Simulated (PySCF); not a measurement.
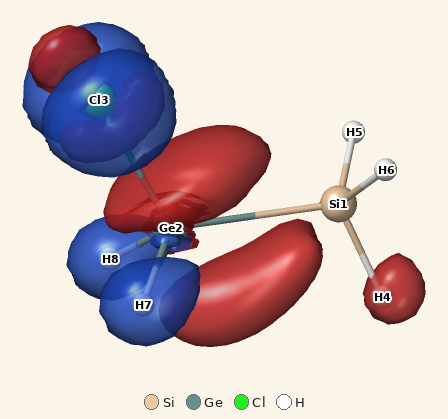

ClGeH5Si, SMILES `[SiH3][GeH2][Cl]`. Unrelaxed difference density of S₂ less the ground state (TDA singlet states), ±0.03 e/Å³; red: gain, blue: loss.

Level of theory: B3LYP/def2-TZVP (PySCF), at a geometry from GFN2-xTB. No frequency check shows the geometry to be a minimum. GFN2-xTB bond lengths at metals and heavier atoms can be off by up to 0.1 Å and shapes distorted, which carries into these values. Without diffuse functions Rydberg states are missing, so the states' numbers hold for this basis only.

Input script:

```python
import numpy as np
from pyscf import gto, scf, dft, tdscf
from pyscf.scf import atom_ks, atom_hf
from scipy.linalg import block_diag

def solve(mol, dm0=None, hcore=None):
    mf = (dft.UKS if mol.spin else dft.RKS)(mol, xc='b3lyp')
    mf.grids.level = 3
    mf = mf.density_fit(auxbasis='def2-universal-jkfit')
    mf.conv_tol, mf.max_cycle = 1e-8, 80
    if hcore is not None:
        mf.get_hcore = lambda *args: hcore
    mf.kernel(dm0)
    if not mf.converged:
        mf = mf.newton().run(mf.mo_coeff, mf.mo_occ, max_cycle=30)
    assert mf.converged, 'SCF not converged'
    return mf

mol = gto.M(atom='''
Si     1.95866     0.52389    -0.00001
Ge    -0.11637    -0.59305    -0.00003
Cl    -1.77078     0.73082    -0.00003
H      3.02933    -0.46864     0.07297
H      2.10969     1.30405    -1.22790
H      2.05092     1.41651     1.15470
H     -0.39156    -1.51525     1.18522
H     -0.39262    -1.51746    -1.18322
''', basis='def2-tzvp', charge=0, spin=0, verbose=4)
mf = solve(mol)
td = mf.TDA()
td.nstates, td.singlet, td.conv_tol = 4, True, 1e-5
td.kernel()
td.analyze()
x, y = np.array([p[0] for p in td.xy]), np.array([p[1] + 0 * p[0] for p in td.xy])
f, mu = td.oscillator_strength(), td.transition_dipole()
nto = [td.get_nto(state=i + 1, verbose=4) for i in range(len(td.e))]
# spherically averaged free atoms, for the promolecule
atm = atom_ks.get_atm_nrks(mol, xc='b3lyp')
pro = block_diag(*[(atm[a[0]][2] * atm[a[0]][3]) @ atm[a[0]][2].T for a in mol._atom])
np.savez('result.npz', e=td.e, f=f, ok=td.converged, w=[n[0] for n in nto], nto=[n[1] for n in nto], x=x, y=y, c=mf.mo_coeff, occ=mf.mo_occ, eps=mf.mo_energy, pro=pro, mu=mu)
```

Run with:

```sh
OMP_NUM_THREADS=1 python input.py
```

The run took 98 s on 1 thread of Intel(R) Xeon(R) 6975P-C (Granite Rapids), on a shared host, peak memory 0.75 GiB.

Q: How does the charge move on excitation?

A: 0.77 e is displaced in all, of which about 0.5 e passes between atoms: Cl3 (0.40 e) and H7 and H8 (0.06 e each) lose electrons and Ge2 (0.25 e) and Si1 (0.19 e) gain them. The state: 6.40 eV (194 nm), f = 0.004; the leading pair carries 100 %; hole on Cl3 (64 %), Ge2 (15 %) and H7 and H8 (10 % each), electron on Ge2 (40 %), Cl3 (25 %) and Si1 (20 %); their centroids lie 1.5 Å apart.
